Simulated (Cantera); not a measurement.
Feed: 1 mol BF3, 3.7 mol O2, 0.14 mol H2, equilibrated at 85000 Pa.

Cantera equilibrium calculation (NASA polynomials, part measured and part estimated; ideal gas, pure solids and liquids). Candidate condensed phases: B, B2O3, B3O3H3, H2O; 43 gas species. The tables' values for BF2 are old estimates; treat these amounts as uncertain. Gases not in the tables: H3BO3. Kinetics and transport are ignored.

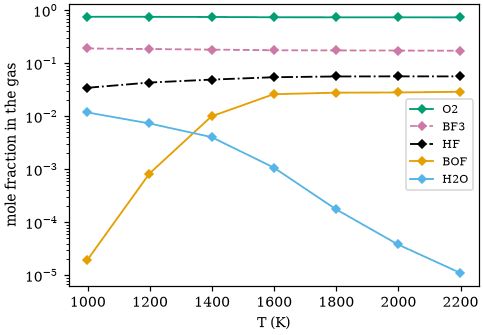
Figure. Equilibrium gas composition (values under 1e-9 drawn at 1e-9)

From 998 K to 2198 K nothing is condensed.
